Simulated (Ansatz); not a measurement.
# PbO2 monolayer (1T): phonons and vibrational spectra, part 2 of 2

Wanted: vibrations and spectra of PbO2 monolayer (1T); the cell is already relaxed. After the zone centre comes a 6×6×1 q mesh on a 12×12×1 k mesh.

Ansatz 0.2.0; DFT LDA, scalar-relativistic, plane waves, PAW.

So far. Step 2 (Zone-centre response): Before it was imposed, the acoustic sum rule was missed by 1.3e-4 eV/Å² and the charge sum rule by 0.0028 e. Small misses are needed for a sound result but don't prove that mesh and cutoff are converged. The lowest optical mode is real, 339 cm⁻¹.

### Step 3. Response at finite wavevector

Stability and thermal properties need the whole zone. Linear response on a 6×6×1 q mesh gives force constants as far as a supercell of that size would, and the tensors from the zone-centre run are typed in so that the long-range dipole term is interpolated apart.

input.yaml reads:

```yaml
crystal:
  lattice:
    - [3.3422386788, 0.0, 0.0]
    - [-1.6711193394, 2.8944636013, 0.0]
    - [0.0, 0.0, 28.308]
  atoms:
    - { symbol: Pb, position: [0.0, 0.0, 0.3532570298] }
    - { symbol: O, position: [0.3333333333, 0.6666666667, 0.3898922396] }
    - { symbol: O, position: [0.6666666667, 0.3333333333, 0.31662182] }
  periodic: [true, true, false]
kpoints:
  mp_grid: { grid: [12, 12, 1] }
hamiltonian:
  xc: lda
scf:
  occupations: { method: fixed }
output:
  eigenvalues: true
phonons:
  method: dfpt
  qmesh: [6, 6, 1]
  temperatures: { t_max: 1000, t_step: 50 }
  qpath:
    path:
      - [0.0, 0.0, 0.0]
      - [0.5, 0.0, 0.0]
      - [0.33333333, 0.33333333, 0.0]
      - [0.0, 0.0, 0.0]
    npoints: 10
  isolated: true
  non_analytic_term:
    high_frequency_dielectric_tensor: [[1.8489, 0.0, 0.0], [0.0, 1.8489, 0.0], [0.0, 0.0, 1.1105]]
    born_effective_charges:
      - { species: Pb, tensor: [[4.8378, 0.0, 0.0], [0.0, 4.8378, 0.0], [0.0, 0.0, 0.596]] }
      - { species: O, tensor: [[-2.4189, 0.0, 0.0], [0.0, -2.4189, 0.0], [0.0, 0.0, -0.298]] }
      - { species: O, tensor: [[-2.4189, 0.0, 0.0], [0.0, -2.4189, 0.0], [0.0, 0.0, -0.298]] }
    source: "zone-centre run at this cell"
```

Command:

```console
$ ansatz run input.yaml --threads 8 --pin off --max-ram 14336MiB --backend cpu --events-out ev --progress --plain --runs-dir out
```

Numbers of over 12 decimals in the logs are rounded to 6 here.

Log:

```text
Warning: phonons: the dynamical matrix that this run interpolates holds no multipole term above the dipole-dipole one, and a site of this crystal is no centre of inversion, so its interpolated transverse optical and acoustic branches and sound speeds can stay off near Gamma, and the density of states and the thermodynamics with them. What a run solves at a wave vector of phonons.qpoints, Gamma apart, where the deck admits one, is free of this, and under fd what a larger phonons.supercell samples
[...]
Crystal: 3 atoms, lattice volume = 273.851 Å³
Basis set: ecut = 420 eV, 5447 PW (Γ), exchange–correlation on 48×48×384 points (8 copies of the dense FFT grid, shifted against one another)
Bands: 17, of which v1, the nominal top of the filled ones, is band 13 counted from 1 (12 counted from 0)
Symmetry: 12 space group operations
k-points: 19 of 144 (irreducible under 6 space group operations, time reversal used)
[...]
SCF iter   1: F=—  HF=-12709.888782 eV  |F-HF|=—  |Δ(HF+E_count)|=         —  Δρ=6.69e-3  dr2=1.17e-1  ethr=1.77e-3  ⟨swp⟩=7.8  Hψ=2234  notcnv=0  defer=36
[...]
SCF iter  10: F=-12709.859390 eV  HF=-12709.859390 eV  |F-HF|=4.00e-11  |Δ(HF+E_count)|=  7.28e-12  Δρ=3.39e-8  dr2=2.82e-12  ethr=1.00e-12  ⟨swp⟩=27.7  Hψ=4146  notcnv=0
SCF 1 converged in 10 iterations: F = -12709.859390 eV  dr2 = 2.82e-12
[...]
NSCF: frozen V_eff on 19 k-points
[...]
DFPT response loops at q = (0, 0, 0) (fractional): preconditioner auto → none (the input reference at scf.mixing.eps_inf says where Resta's filter doesn't serve); β = 0.50; Broyden in place of MSR1
[...]
SCF converged after 10 iterations
Free energy (F): -12709.859390 eV
[...]
Internal energy: -12709.859390 eV  (E = F + TS)
E sigma→0 (E₀):  -12709.859390 eV
Fermi energy:    -8.420213 eV
[...]
--- Band table (eV; the first three rows and the last of 19) ---
  k-point 0: bands = [... 9 lower, -9.7137, -9.1053, -8.7162, -8.7162, -6.9543, -3.1585, -0.2933, -0.1847]
  k-point 1: bands = [... 9 lower, -9.8154, -9.1692, -8.7794, -8.7098, -6.6817, -2.9136, -0.2274, -0.0565]
  k-point 2: bands = [... 9 lower, -10.0949, -9.3353, -8.8008, -8.6843, -6.0654, -2.3489, -0.1410, 0.3284]
  k-point 18: bands = [... 9 lower, -11.5566, -10.8687, -8.5153, -8.5153, -4.2303, 0.6068, 1.0911, 1.0911]
--- Phonons (Γ-DFPT): 6 representative perturbations + reference (Σ response iterations 25) ---
  ASR residual: 6.602e-5 → 0.000e0 eV/Å²; symmetrization residual: 6.244e-6 eV/Å²
[...]
ASR residual per site (eV/Å²): 8.73e-6 6.58e-5 6.60e-5
  Γ frequencies (cm⁻¹): 0.00 0.00 0.00 339.32 339.32 370.90 370.90 430.52 439.64
--- Phonons (arbitrary-q DFPT): 7 irreducible q on the 6×6×1 mesh ---
  q = [0.0000, 0.0000, 0.0000] (star 1, of the zone-centre solve; hermiticity 6.34e-7, symmetrization 1.13e-12, taken by the last average 5.36e-9): -0.00 0.00 0.00 339.32 339.32 370.90 370.90 430.52 439.64
  q = [0.0000, 0.1667, 0.0000] (star 6, 9 solved perturbations on 78 of 144 k-point pairs; hermiticity 1.20e-6, symmetrization 1.57e-11, taken by the last average 2.49e-7): 16.95 51.57 91.77 318.96 358.82 398.56 418.71 446.41 500.80
[...]
q = [0.1667, 0.1667, 0.0000] (star 6, 6 solved perturbations in 666 linear systems a pass and spin channel, the states on 144 of 144 k-point pairs; hermiticity 1.12e-6, symmetrization 9.55e-11, taken by the last average 1.90e-7): 36.28 97.03 138.06 328.40 363.19 378.80 422.58 466.64 506.99
[...]
sum rule: each row above includes the acoustic sum rule's correction from the zone centre's row sums; it moved no ω² by more than (1.06 cm⁻¹)²
  mesh force constants: q→R imaginary residual 1.32e-18; ASR residual 6.602e-5 → 0.000e0 eV/Å²; symmetrization residual 1.421e-14 eV/Å²
  interpolated dispersion: 31 rows × 9 modes
  density of states and harmonic sums: on the 24×24×1 q-mesh, interpolated from the force constants of a 6×6×1 supercell (with the dipole–dipole term of supplied tensors)
  largest difference from the sums on the solved wave vectors: F 2.82e-2 eV, S 3.50e-5 and C_V 6.72e-6 eV/K
  zero-point energy: 0.170740 eV/cell   skipped modes (ω ≤ 0): 3   left out of the sums: 5.79e-4 of the cell's modes: C_V's classical limit lies that fraction below 3 k_B per atom; for a crystal, a wire or a layer, F and S can be off by more, and a phonons.interpolated_qmesh denser along its periods is the remedy for the sampling
```

Run time: 5.4 min. Hardware: 8 threads of Arm Neoverse V1, shared host; peak memory 1.8 GiB; 41 min of CPU time.

Numbers from this step:

- sum-rule residual before enforcement: 6.60e-5 eV/Å²
- lowest frequency on the path: 0 cm⁻¹
- highest frequency on the path or at a solved wavevector: 511.1 cm⁻¹
- mean frequency: 305.8 cm⁻¹
- lowest mode on the q mesh (acoustic modes at Γ apart): 16.95 cm⁻¹
- zero-point energy per atom: 56.91 meV
- heat capacity at 300 K: 20.24 J/(mol atoms K)
- vibrational entropy at 300 K: 24.52 J/(mol atoms K)
- edges of the widest gap between branches, on path and mesh: 189.9, 292.1 cm⁻¹

Frequencies (cm⁻¹) solved at each irreducible wavevector; negative means imaginary. Frequencies by wavevector, by row:

| q in reciprocal lattice units | star | mode 1 | mode 2 | mode 3 | mode 4 | mode 5 | mode 6 | mode 7 | mode 8 | mode 9 |
| --- | --- | --- | --- | --- | --- | --- | --- | --- | --- | --- |
| 0 0 0 | 1 | 0 | 0 | 0 | 339.3 | 339.3 | 370.9 | 370.9 | 430.5 | 439.6 |
| 0 0.1667 0 | 6 | 16.9 | 51.6 | 91.8 | 319 | 358.8 | 398.6 | 418.7 | 446.4 | 500.8 |
| 0 0.3333 0 | 6 | 44.2 | 92 | 162.9 | 299.7 | 354.4 | 399.3 | 427.7 | 458.8 | 511.1 |
| 0 -0.5 0 | 3 | 55.5 | 108.1 | 189.9 | 292.1 | 370.5 | 374 | 438.2 | 463.1 | 510.7 |
| 0.1667 0.1667 0 | 6 | 36.3 | 97 | 138.1 | 328.4 | 363.2 | 378.8 | 422.6 | 466.6 | 507 |
| 0.1667 0.3333 0 | 12 | 51.8 | 128.3 | 173.7 | 337 | 353.7 | 372 | 445.5 | 466.8 | 505.7 |
| 0.3333 0.3333 0 | 2 | 53.1 | 163.1 | 163.1 | 351.9 | 351.9 | 372.2 | 463.3 | 463.3 | 498.8 |

Interpolated from a 6×6×1 q mesh, with the LO-TO term (at Γ the limit along the path; where Γ stands inside the path, tables give the limit on arrival). Phonon branches along the path, in cm⁻¹:

| point | branch 1 | branch 2 | branch 3 | branch 4 | branch 5 | branch 6 | branch 7 | branch 8 | branch 9 |
| --- | --- | --- | --- | --- | --- | --- | --- | --- | --- |
| Γ | 0 | 0 | 0 | 339 | 339 | 371 | 371 | 430 | 440 |
| M | 56 | 108 | 190 | 292 | 370 | 374 | 438 | 463 | 511 |
| K | 53 | 163 | 163 | 352 | 352 | 372 | 463 | 463 | 499 |
| Γ | 0 | 0 | 0 | 339 | 339 | 371 | 371 | 430 | 440 |

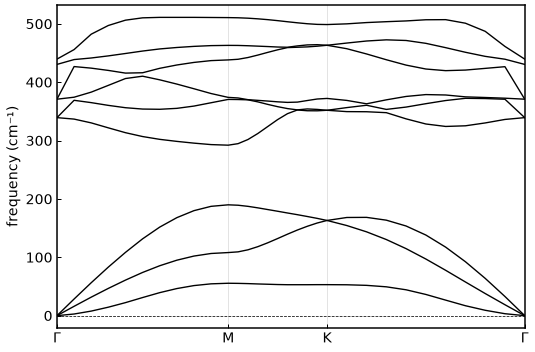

Phonon branches along the path.

The phonon density of states has structure finer than the step of the table below, so its rows give means over 25 cm⁻¹, whole bins alone (the curve runs from 2.5 to 512 cm⁻¹). Peaks (cm⁻¹: height): 52.5: 0.0849, 322.5: 0.0274, 352.5: 0.0759, 367.5: 0.0616, 422.5: 0.0394, 462.5: 0.0830, 507.5: 0.0959.

Tetrahedra on a 24×24×1 mesh, mean over bins of 5 cm-1. Interpolated from a 6×6×1 q mesh. Phonon density of states against wavenumber; means over each step:

| wavenumber (cm⁻¹) | phonon density of states (1/cm⁻¹/cell) |
| --- | --- |
| 25 | 0.0120 |
| 50 | 0.0323 |
| 75 | 0.00800 |
| 100 | 0.0157 |
| 125 | 0.0148 |
| 150 | 0.0129 |
| 175 | 0.0200 |
| 200 | 0.00117 |
| 225 | 0 |
| 250 | 0 |
| 275 | 0 |
| 300 | 0.0112 |
| 325 | 0.0195 |
| 350 | 0.0406 |
| 375 | 0.0369 |
| 400 | 0.0119 |
| 425 | 0.0247 |
| 450 | 0.0355 |
| 475 | 0.0217 |
| 500 | 0.0346 |

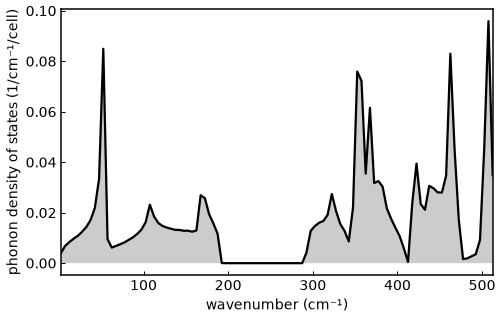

Phonon density of states, plotted against wavenumber.

The partial phonon density of states has structure finer than the step of the table below, so its rows give means over 25 cm⁻¹, whole bins alone (the curve runs from -10 to 548 cm⁻¹). Peaks (cm⁻¹: height): O 319.7: 0.0203, 354.8: 0.0653, 463.6: 0.0622, 505.6: 0.0520; Pb 53.1: 0.0480, 105.8: 0.0178, 172.4: 0.0206.

Phonopy on the run's constants, 19x19x1 mesh, Gaussian sigma 4.0 cm-1. Interpolated from a 6×6×1 q mesh. The partial phonon density of states by wavenumber; means over each step; values in 1/cm⁻¹/cell:

| wavenumber (cm⁻¹) | O | Pb |
| --- | --- | --- |
| 25 | 0.00140 | 0.0107 |
| 50 | 0.00208 | 0.0299 |
| 75 | 8.1e-4 | 0.00716 |
| 100 | 0.00112 | 0.0140 |
| 125 | 0.00105 | 0.0146 |
| 150 | 0.00122 | 0.0121 |
| 175 | 0.00221 | 0.0166 |
| 200 | 2.5e-4 | 0.00158 |
| 225 | 0 | 0 |
| 250 | 0 | 0 |
| 275 | 1.2e-4 | 5.6e-7 |
| 300 | 0.0110 | 3.4e-4 |
| 325 | 0.0180 | 0.00118 |
| 350 | 0.0382 | 0.00256 |
| 375 | 0.0346 | 0.00245 |
| 400 | 0.0125 | 6.6e-4 |
| 425 | 0.0235 | 8.4e-4 |
| 450 | 0.0352 | 9.4e-4 |
| 475 | 0.0209 | 4.9e-4 |
| 500 | 0.0268 | 6.3e-4 |
| 525 | 0.00873 | 4.7e-4 |

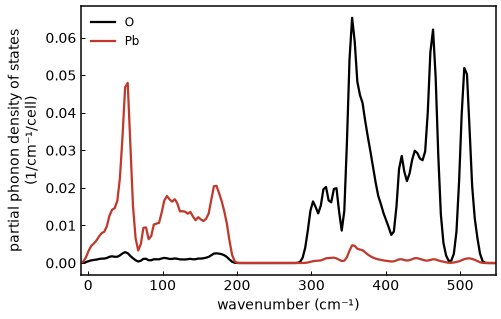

Partial phonon density of states, plotted against wavenumber.

Harmonic thermodynamic functions per atom, from the density of states. Interpolated from a 6×6×1 q mesh. Thermodynamic functions, by row:

| T (K) | F_vib (meV/atom) | S (J/mol-atom/K) | C_V (J/mol-atom/K) |
| --- | --- | --- | --- |
| 0 | 56.91 | 0 | 0 |
| 100 | 52.78 | 8.465 | 8.715 |
| 200 | 39.52 | 17.05 | 16.37 |
| 300 | 17.85 | 24.52 | 20.24 |
| 400 | -10.84 | 30.63 | 22.07 |
| 500 | -45.27 | 35.66 | 23.02 |
| 600 | -84.5 | 39.92 | 23.58 |
| 700 | -127.8 | 43.58 | 23.92 |
| 800 | -174.7 | 46.79 | 24.15 |
| 900 | -224.7 | 49.64 | 24.31 |
| 1000 | -277.5 | 52.21 | 24.43 |

Symmetry leaves 7 wavevectors to solve. The lowest mode among them, the acoustic zeros apart, lies at q = (0, 0.167, 0) and is real, 16.9 cm⁻¹.

### Step 4. Isotope substitution, element O, natural mass 15.999 amu

An isotope changes the mass and not the force constants, so no new electronic calculation is needed; the shifts show which modes move this element.

The same force constants with the mass of O changed from 15.999 to 17.999 u (phonopy, no LO-TO term). Both lists are sorted by frequency; levels can cross, so a row need not hold one and the same mode. Modes under 3 cm⁻¹ are left out. Isotope shifts, by row:

| q | rank | natural mass (cm⁻¹) | changed mass (cm⁻¹) |
| --- | --- | --- | --- |
| 0 0 0 | 4 | 339.3 | 322.6 |
| 0 0 0 | 5 | 339.3 | 322.6 |
| 0 0 0 | 6 | 370.9 | 349.7 |
| 0 0 0 | 7 | 370.9 | 349.7 |
| 0 0 0 | 8 | 430.5 | 405.9 |
| 0 0 0 | 9 | 439.6 | 417.9 |
| 0 0.1667 0 | 1 | 16.95 | 16.82 |
| 0 0.1667 0 | 2 | 51.57 | 51.19 |
| 0 0.1667 0 | 3 | 91.78 | 91.04 |
| 0 0.1667 0 | 4 | 319 | 302.3 |
| 0 0.1667 0 | 5 | 358.8 | 340.3 |
| 0 0.1667 0 | 6 | 398.6 | 376.6 |
| 0 0.1667 0 | 7 | 418.7 | 395.6 |
| 0 0.1667 0 | 8 | 446.4 | 421.8 |
| 0 0.1667 0 | 9 | 500.8 | 475 |
| 0 0.3333 0 | 1 | 44.24 | 44.02 |
| 0 0.3333 0 | 2 | 92.05 | 91.63 |
| 0 0.3333 0 | 3 | 162.9 | 161.7 |
| 0 0.3333 0 | 4 | 299.7 | 283.2 |
| 0 0.3333 0 | 5 | 354.4 | 336.4 |
| 0 0.3333 0 | 6 | 399.3 | 378 |
| 0 0.3333 0 | 7 | 427.7 | 404.3 |
| 0 0.3333 0 | 8 | 458.8 | 432.6 |
| 0 0.3333 0 | 9 | 511.1 | 483 |
| 0 -0.5 0 | 1 | 55.45 | 55.3 |
| 0 -0.5 0 | 2 | 108.1 | 107.8 |
| 0 -0.5 0 | 3 | 189.9 | 188.2 |
| 0 -0.5 0 | 4 | 292.1 | 275.4 |
| 0 -0.5 0 | 5 | 370.5 | 352.6 |
| 0 -0.5 0 | 6 | 374 | 353.1 |
| 0 -0.5 0 | 7 | 438.2 | 414.2 |
| 0 -0.5 0 | 8 | 463.1 | 437 |
| 0 -0.5 0 | 9 | 510.7 | 481.5 |

A mode of this element alone would shift by -5.72 %. The highest zone-centre frequency without the field goes from 439.6 to 417.9 cm⁻¹ (-4.9 %). The product of the frequency ratios over all optical modes at Γ is 0.720; the product rule, (m/m′)^(3k/2) (M′/M)^(3/2) with k = 2 such atoms and M the mass of the cell, gives 0.720.

### Step 5. Another isotope, element Pb, natural mass 207.2 amu

The same for Pb, from 207.20 to 203.97 u.

A mode of this element alone would shift by +0.79 %. The highest zone-centre frequency without the field goes from 439.6 to 440.1 cm⁻¹ (+0.1 %). The product of the frequency ratios over all optical modes at Γ is 1.003; the product rule, (m/m′)^(3k/2) (M′/M)^(3/2) with k = 1 such atoms and M the mass of the cell, gives 1.003.

### Step 6. Outcome

```yaml
space_group_within_0p01_a: P-3m1
area_per_atom: 3.23 Å²
gap_on_the_k_mesh: 1.47 eV
highest_optical_mode_at_the_zone_centre_no_lo_to_term: 440 cm⁻¹
lowest_optical_zone_centre_mode: 339 cm⁻¹
largest_born_charge_third_of_the_trace: 3.42 e
lowest_mode_on_the_q_mesh_acoustic_modes_at_gamma_apart: 16.9 cm⁻¹
highest_frequency_on_the_path_or_at_a_solved_wavevector: 511 cm⁻¹
zero_point_energy_per_atom: 56.9 meV
heat_capacity_at_300_k: 20.2 J/(mol atoms K)
vibrational_entropy_at_300_k: 24.5 J/(mol atoms K)
imaginary_modes_on_the_6x6x1_q_mesh: none
```

In words: The structure is a minimum as far as tested: no mode is imaginary at the 7 irreducible wavevectors of the 6×6×1 mesh, and the softest away from the acoustic zeros lies at 17 cm⁻¹. Without the field, the optical modes at Γ span 339 to 440 cm⁻¹. The highest mode in this list at Γ, 439.6 cm⁻¹, is mostly motion of O (87 % of the kinetic energy). The strongest infrared line is at 339 cm⁻¹. Averaged over orientations, the strongest Raman line at 532 nm and 300 K is at 430 cm⁻¹. The tensors are the static, non-resonant ones, while 532 nm light (2.33 eV) lies above the computed gap. On the path and the mesh, the widest gap between branches runs from 190 to 292 cm⁻¹. In a sheet or slab the interpolated bending branch near Γ is rough, since the rotational sum rule isn't imposed. Dielectric tensors refer to the cell with its vacuum. Spin-orbit coupling is left out, which can matter for the heavy elements here. The starting cell was built on a prototype and not taken from a measurement. These are harmonic frequencies at zero temperature: anharmonic shifts, linewidths and thermal expansion are left out.

[Logs are printed without paths, hosts, clocks, repeated set-up lines and the standing remarks that a program may print on its own settings, such as how far it seeks lower states.]

[Hosts, paths, dates, database ids (printed as entryN), source tags and the programs' standing remarks are cut or masked in the printed files.]
